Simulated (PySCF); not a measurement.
Molecule: Si(F)2(H)(nBu), C4H10F2Si, SMILES C(C[SiH](F)F)CC. Atoms near the plane z = 0.8 Å, at the GFN2-xTB optimised geometry (x, y, z in Å): Si1 (-0.1, 1.9, 0.0), F3 (1.5, 1.9, 0.0), C4 (-0.8, 0.8, 1.4), C5 (-0.9, -0.7, 1.0), C6 (0.5, -1.3, 0.8), C7 (0.4, -2.8, 0.4), H8 (-0.5, 3.3, 0.0), H10 (-1.8, 1.1, 1.6), H11 (-1.4, -1.2, 1.8), H12 (-1.5, -0.8, 0.1), H13 (1.1, -1.1, 1.7), H14 (1.0, -0.8, -0.1), H16 (0.0, -3.3, 1.2), H17 (1.4, -3.2, 0.3).

Calculation: PBE0/def2-SVP (PySCF 2.14.0). Cells within 0.4 Å of a nucleus heavier than hydrogen are left out (blank, or x). The values are rescaled to run from 0 to 1.

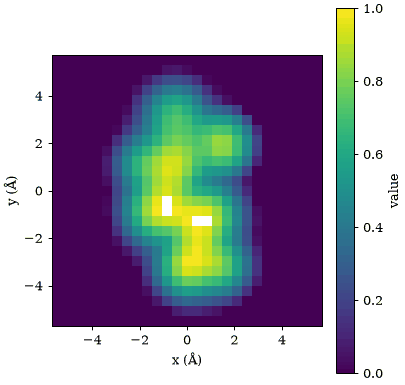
a field on the plane z = 0.8 Å.

### Question
Which quantity is mapped?
(A) electrostatic potential
(B) deformation density (molecule minus spherical neutral atoms)
(C) Laplacian of the electron density
(D) log10 of the electron density

### Answer
D, log10 of the electron density. In full: log10 of the electron density (e/bohr³), floored at −4.
